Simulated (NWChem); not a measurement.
# One shape, several levels: H3PO (SMILES O=[PH3])

Aim: a comparison of 5 runs (HF/STO-3G, B3LYP/6-31G*, PBE0/def2-SVP, CCSD(T)/6-311G**) of H3PO. 

The results are computed with NWChem 7.3.0.

## Step 1: The molecule

The species is H3PO (5 atoms), meant as a singlet with charge 0. As SMILES, `O=[PH3]`. Geometry: relaxed at GFN2-xTB.

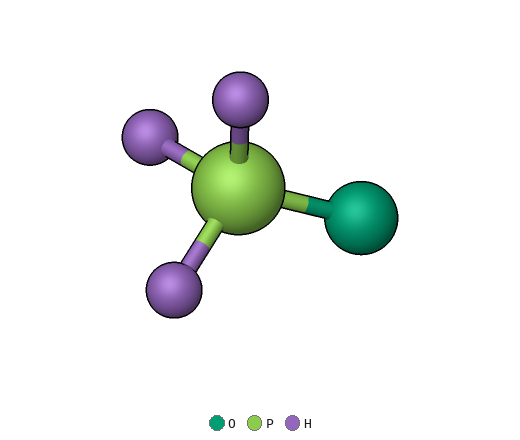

The structure, seen from a chosen angle (oxygen teal, phosphorus green, hydrogen purple).

## Step 2: Energy and gradient at HF/STO-3G (run 1)

Contents of h3op.nw:

```
start h3op
title "H3OP"
memory stack 880 mb heap 220 mb global 1100 mb
geometry units angstroms noautosym nocenter noautoz
O    -1.381960   -0.328270    0.532950
P    -0.058510   -0.014650    0.022530
H     0.807060    0.564860    0.939400
H     0.663660   -1.098320   -0.454890
H    -0.030250    0.876380   -1.039990
end
basis spherical bse
* library STO-3G
end
scf
singlet
rhf
thresh 1e-08
maxiter 80
print low
end
task scf gradient
```

Run with:

```
$ nwchem h3op.nw > h3op.out
```

The program printed:

```text
[...]
  functions       =    17
[...]
  wavefunction    = RHF
[...]
         Total SCF energy =   -412.331460056542
      One-electron energy =   -705.791551948972
      Two-electron energy =    226.557085620888
 Nuclear repulsion energy =     66.903006271542
        Time for solution =      0.3s
[...]
                         RHF ENERGY GRADIENTS
    atom               coordinates                        gradient
                 x          y          z           x          y          z
   1 O      -2.611526  -0.620340   1.007129    0.141130   0.033526  -0.054432
   2 P      -0.110568  -0.027684   0.042576   -0.105401  -0.025470   0.040324
   3 H       1.525122   1.067431   1.775209   -0.011307  -0.001783   0.006455
   4 H       1.254136  -2.075524  -0.859617   -0.011779  -0.004647   0.004156
   5 H      -0.057164   1.656118  -1.965296   -0.012643  -0.001627   0.003497
 Task  times  cpu:        0.4s     wall:        0.4s
 Total times  cpu:        0.4s     wall:        0.4s
```

Wall time 0.9 s (1 thread of Intel Xeon Platinum 8488C (Sapphire Rapids), shared host); peak memory 0.098 GiB.

## Step 3: Energy and gradient at B3LYP/6-31G(d) (spherical functions) (run 2)

Contents of h3op.nw:

```
echo
start h3op
memory stack 880 mb heap 220 mb global 1100 mb

geometry units angstroms noautosym nocenter noautoz
  O     -1.381960    -0.328270     0.532950
  P     -0.058510    -0.014650     0.022530
  H      0.807060     0.564860     0.939400
  H      0.663660    -1.098320    -0.454890
  H     -0.030250     0.876380    -1.039990
end

basis spherical bse
  O library 6-31G*
  P library 6-31G*
  H library 6-31G*
end

dft
  xc b3lyp
  grid xfine
  convergence energy 1e-08
  iterations 100
  mulliken
end

task dft gradient
```

Run with:

```
$ nwchem h3op.nw > h3op.out
```

The program printed:

```text
[...]
          Wavefunction type:  closed shell.
          No. of atoms     :     5
          No. of electrons :    26
[...]
          Charge           :     0
          Spin multiplicity:     1
[...]
          AO basis - number of functions:    38
[...]
              XC Information
              --------------
                         B3LYP Method XC Potential
                     Hartree-Fock (Exact) Exchange  0.200
                        Slater Exchange Functional  0.800 local
                    Becke 1988 Exchange Functional  0.720 non-local
              Lee-Yang-Parr Correlation Functional  0.810
                  VWN I RPA Correlation Functional  0.190 local
[...]
 d= 0,ls=0.0,diis     1   -418.2287336203 -4.85D+02  7.55D-02  9.36D-01     0.9
[...]
 d= 0,ls=0.0,diis     8   -418.3489820181 -1.80D-10  7.81D-07  8.47D-10     5.7
         Total DFT energy =     -418.348982018088
      One electron energy =     -710.085963343818
           Coulomb energy =      257.921851944198
    Exchange-Corr. energy =      -33.087876890010
 Nuclear repulsion energy =       66.903006271542
[...]
      Total Density - Mulliken Population Analysis
     ---------------------------------------------
    Atom       Charge   Shell Charges
 -----------   ------   -------------------------------------------------------
    1 O    8     8.56   2.00  0.92  2.88  0.94  1.79  0.03
    2 P   15    14.38   2.00  2.00  5.97  1.11  2.36  0.23  0.34  0.37
    3 H    1     1.02   0.54  0.49
    4 H    1     1.02   0.54  0.49
    5 H    1     1.02   0.54  0.49
[...]
  wavefunction    = closed shell
                         DFT ENERGY GRADIENTS
    atom               coordinates                        gradient
                 x          y          z           x          y          z
   1 O      -2.611526  -0.620340   1.007129    0.052077   0.012432  -0.020084
   2 P      -0.110568  -0.027684   0.042576   -0.016939  -0.004379   0.006263
   3 H       1.525122   1.067431   1.775209   -0.014487  -0.006449  -0.005161
   4 H       1.254136  -2.075524  -0.859617   -0.013405   0.007815   0.006842
   5 H      -0.057164   1.656118  -1.965296   -0.007246  -0.009419   0.012139
[...]
```

It took 7.8 s on 1 thread of Intel Xeon Platinum 8488C (Sapphire Rapids), shared host; peak memory 0.12 GiB.

Runs 3 to 4 aren't shown in full; the table further down has their settings and results.

## Step 4: A single-point energy at CCSD(T)/6-311G(d,p) (run 5)

Contents of run.nw:

```
start run
title "H3OP"
memory total 2200 mb
charge 0

geometry noautosym nocenter noautoz
  O       -1.381960      -0.328270       0.532950
  P       -0.058510      -0.014650       0.022530
  H        0.807060       0.564860       0.939400
  H        0.663660      -1.098320      -0.454890
  H       -0.030250       0.876380      -1.039990
end

basis spherical bse
  * library 6-311G**
end

scf
  thresh 1e-08
  maxiter 80
end

ccsd
  freeze core 6
  maxiter 60
end

task ccsd(t) energy
```

Run with:

```
$ nwchem run.nw > run.out
```

The program printed:

```text
[...]
  functions       =    62
[...]
  wavefunction    = RHF
[...]
         Total SCF energy =   -417.355596966840
      One-electron energy =   -709.858039490338
      Two-electron energy =    225.599436251956
 Nuclear repulsion energy =     66.903006271542
        Time for solution =      3.2s
[...]
 Total MP2 energy:           -417.688047478725309
[...]
             energy      energy      error      ampl     ampl      Block
                                                time     time      time
[...]
 Total CCSD energy:           -417.707431671613847
[...]
 Total CCSD+T(CCSD) energy:           -417.718864156659492
[...]
 Total CCSD(T) energy:                -417.717877805691955
[...]
```

Run time: 23 s. Hardware: 1 thread of Intel Xeon Platinum 8488C (Sapphire Rapids), shared host; peak memory 0.13 GiB.

## Step 5: Overview of the runs

```csv
run,level,iteration cap,module,energy (Eh),largest force (eV/Å),wall time
1,HF/STO-3G,80,scf,-412.331460,7.967,0.9 s
2,B3LYP/6-31G* (spherical functions),100,dft,-418.348982,2.940,7.8 s
3,B3LYP/6-31G* (Cartesian functions),100,dft,-418.353038,2.925,8.7 s
4,PBE0/def2-SVP,100,dft,-417.970482,2.774,8.4 s
5,CCSD(T)/6-311G**,80,ccsd(t),-417.717878,–,23 s
```

## Step 6: Outcome

| quantity | value |
| --- | --- |
| run 5: total energy | -417.71788 Eh |
| run 5: HOMO energy (Hartree–Fock orbitals) | -11.98 eV |
| run 5: LUMO energy (Hartree–Fock orbitals) | 3.54 eV |
| run 5: HOMO–LUMO gap (Hartree–Fock orbitals) | 15.52 eV |
| run 5: correlation energy (6 core orbitals frozen) | -362.3 mEh |
| run 5: (T) correction | -10.45 mEh |

What this shows: Over runs 2, 3, 4 the dipole moment (its size) runs from 3.64 D (PBE0/def2-SVP) to 3.65 D (B3LYP/6-31G*). The two ends differ in method and basis. Over runs 2, 3, 4 the HOMO–LUMO gap runs from 8.24 eV (B3LYP/6-31G*) to 9.06 eV (PBE0/def2-SVP). Totals of different functionals can't be ranked against each other. In run 1 the basis is minimal, so the values are rough. All runs together took 49 s, the longest 23 s.
